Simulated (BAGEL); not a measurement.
# HF/def2-SVP (density fitting with qzvpp-jkfit) run of C2H4FGa (SMILES C=[C](F)[GaH2])

Aim: the energy change on altering one bond length of C2H4FGa at HF/def2-SVP (density fitting with qzvpp-jkfit), from 2 runs. 

The calculation is run with BAGEL 1.2.2.

8 further runs of the same task are left out: 7 that didn't finish, 1 set aside as unsound or not needed. Runs told in other sessions of the task aren't counted.

## (1) The structure to begin with

C2H4FGa: 8 atoms, total charge 0, spin state singlet. SMILES: `C=[C](F)[GaH2]`. The shape comes from GFN2-xTB, which is rough for such elements, and wasn't checked as a minimum.

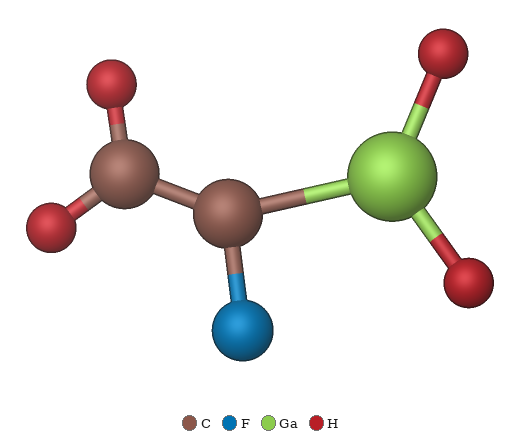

The structure, seen from a chosen angle (carbon brown, fluorine blue, gallium green, hydrogen red).

## (2) A single-point energy at HF/def2-SVP (density fitting with qzvpp-jkfit)

The input, job.json:

```json
{ "bagel": [

{
  "title": "molecule",
  "basis": "svp",
  "df_basis": "qzvpp-jkfit",
  "angstrom": true,
  "geometry": [
    { "atom": "C", "xyz": [       1.162950,       0.929950,       0.591380 ] },
    { "atom": "C", "xyz": [       0.162530,       0.391270,      -0.080930 ] },
    { "atom": "F", "xyz": [      -0.413560,       1.131420,      -1.118990 ] },
    { "atom": "Ga", "xyz": [      -1.035390,      -1.200200,      -0.295700 ] },
    { "atom": "H", "xyz": [       1.620000,       0.376170,       1.394410 ] },
    { "atom": "H", "xyz": [       1.551750,       1.913650,       0.372140 ] },
    { "atom": "H", "xyz": [      -2.075380,      -1.031700,      -1.447060 ] },
    { "atom": "H", "xyz": [      -0.972900,      -2.510570,       0.584760 ] }
  ]
},

{ "title": "hf" },

{ "title": "print", "file": "orbitals.molden", "orbitals": true }

]}
```

The run is started by

```sh
$ BAGEL_NUM_THREADS=1 BAGEL job.json > job.out
```

The log of the run:

```text
* using 1 threads per process

  ===============================================================
  ===============================================================

  *** Geometry ***

  { "atom" : "C", "xyz" : [      2.197657,      1.757351,      1.117546 ] },
  { "atom" : "C", "xyz" : [      0.307137,      0.739393,     -0.152936 ] },
  { "atom" : "F", "xyz" : [     -0.781515,      2.138074,     -2.114585 ] },
  { "atom" : "Ga", "xyz" : [     -1.956604,     -2.268049,     -0.558792 ] },
  { "atom" : "H", "xyz" : [      3.061356,      0.710858,      2.635053 ] },
  { "atom" : "H", "xyz" : [      2.932383,      3.616274,      0.703243 ] },
  { "atom" : "H", "xyz" : [     -3.921900,     -1.949630,     -2.734547 ] },
  { "atom" : "H", "xyz" : [     -1.838515,     -4.744290,      1.105036 ] },

  Number of auxiliary basis functions:      565

  Since a DF basis is specified, we compute 2- and 3-index integrals:
    o Being stored without compression. Storage requirement is 0.040 GB

  Number of basis functions:       94
  Number of electrons      :       56

    * METHOD: MOLECULE                             0.74

  *** RHF ***

  === Nuclear Repulsion ===
   234.1808555113

      * DIIS with orbital gradients will be used.

  === RHF iteration (svp) ===
      0      -2100.15116745          0.01337141           0.31
      1      -2100.26543235          0.00739850           0.23
      2      -2100.29798393          0.00150182           0.23
      3      -2100.30008838          0.00051622           0.28
      4      -2100.30032550          0.00013313           0.30
      5      -2100.30035631          0.00004381           0.23
      6      -2100.30036032          0.00002425           0.22
      7      -2100.30036094          0.00000451           0.22
      8      -2100.30036097          0.00000115           0.22
      9      -2100.30036097          0.00000044           0.23
     10      -2100.30036097          0.00000017           0.28
     11      -2100.30036097          0.00000006           0.23
     12      -2100.30036097          0.00000002           0.24
     13      -2100.30036097          0.00000001           0.22
    * SCF iteration converged.

    * Permanent dipole moment:
           (   -0.316687,     0.334651,    -0.525366) a.u.

    * METHOD: HF                                   4.23

    * METHOD: PRINT                                0.05

  ===============================================================
```

Run time: 5.7 s. Hardware: 1 thread of AMD EPYC, shared host; peak memory 0.16 GiB.

## (3) The distorted shape, same level

The input, calc.json:

```json
{ "bagel" : [

{
  "title" : "molecule",
  "basis" : "svp",
  "df_basis" : "qzvpp-jkfit",
  "angstrom" : "true",
  "geometry" : [
    { "atom" : "C", "xyz" : [       1.144203,       1.323052,       0.327248 ] },
    { "atom" : "C", "xyz" : [       0.143783,       0.784372,      -0.345062 ] },
    { "atom" : "F", "xyz" : [      -0.432307,       1.524522,      -1.383122 ] },
    { "atom" : "Ga", "xyz" : [      -1.054137,      -0.807098,      -0.559832 ] },
    { "atom" : "H", "xyz" : [       1.601253,       0.769272,       1.130278 ] },
    { "atom" : "H", "xyz" : [       1.533003,       2.306752,       0.108008 ] },
    { "atom" : "H", "xyz" : [      -2.094127,      -0.638598,      -1.711192 ] },
    { "atom" : "H", "xyz" : [      -0.972900,      -2.510570,       0.584760 ] }
  ]
},

{
  "title" : "hf"
},

{
  "title" : "print",
  "file" : "orbitals.molden",
  "orbitals" : "true"
}

]}
```

The run is started by

```sh
$ BAGEL_NUM_THREADS=1 BAGEL calc.json > calc.out
```

The log of the run:

```text
* using 1 threads per process

  ===============================================================
  ===============================================================

  *** Geometry ***

  { "atom" : "C", "xyz" : [      2.162230,      2.500206,      0.618409 ] },
  { "atom" : "C", "xyz" : [      0.271710,      1.482248,     -0.652073 ] },
  { "atom" : "F", "xyz" : [     -0.816942,      2.880929,     -2.613722 ] },
  { "atom" : "Ga", "xyz" : [     -1.992030,     -1.525194,     -1.057929 ] },
  { "atom" : "H", "xyz" : [      3.025930,      1.453713,      2.135916 ] },
  { "atom" : "H", "xyz" : [      2.896956,      4.359130,      0.204106 ] },
  { "atom" : "H", "xyz" : [     -3.957327,     -1.206775,     -3.233684 ] },
  { "atom" : "H", "xyz" : [     -1.838515,     -4.744290,      1.105036 ] },

  Number of auxiliary basis functions:      565

  Since a DF basis is specified, we compute 2- and 3-index integrals:
    o Being stored without compression. Storage requirement is 0.040 GB

  Number of basis functions:       94
  Number of electrons      :       56

    * METHOD: MOLECULE                             0.78

  *** RHF ***

  === Nuclear Repulsion ===
   231.4496777517

      * DIIS with orbital gradients will be used.

  === RHF iteration (svp) ===
      0      -2100.11330227          0.01337415           0.24
      1      -2100.22794836          0.00747617           0.21
      2      -2100.26121531          0.00151911           0.22
      3      -2100.26347598          0.00052244           0.27
      4      -2100.26373167          0.00014118           0.22
      5      -2100.26376693          0.00004630           0.22
      6      -2100.26377146          0.00002510           0.21
      7      -2100.26377212          0.00000481           0.22
      8      -2100.26377216          0.00000122           0.23
      9      -2100.26377216          0.00000046           0.22
     10      -2100.26377216          0.00000019           0.24
     11      -2100.26377216          0.00000006           0.22
     12      -2100.26377216          0.00000002           0.22
     13      -2100.26377216          0.00000001           0.23
    * SCF iteration converged.

    * Permanent dipole moment:
           (   -0.337596,    -0.089165,    -0.282190) a.u.

    * METHOD: HF                                   3.90

    * METHOD: PRINT                                0.06

  ===============================================================
```

Wall time 5.4 s (1 thread of AMD EPYC, shared host); peak memory 0.16 GiB.

## (4) Outcome

At HF/def2-SVP (density fitting with qzvpp-jkfit):

| quantity | value |
| --- | --- |
| first shape: total energy | -2100.30036 Eh |
| first shape: dipole moment | 1.78 D |
| first shape: HOMO energy | -10.44 eV |
| first shape: LUMO energy | 0.88 eV |
| first shape: HOMO–LUMO gap | 11.32 eV |
| distorted shape: total energy | -2100.26377 Eh |
| distorted shape: dipole moment | 1.14 D |
| distorted shape: HOMO energy | -10.48 eV |
| distorted shape: LUMO energy | 0.70 eV |
| distorted shape: HOMO–LUMO gap | 11.19 eV |
| energy change with the Ga4–H8 bond stretched from 1.580 to 2.054 Å | 0.996 eV |

What this shows: With the Ga4–H8 bond stretched from 1.580 to 2.054 Å the energy rises by 1.00 eV (96.1 kJ/mol). The first shape isn't relaxed at this level, so the change isn't measured from a minimum.
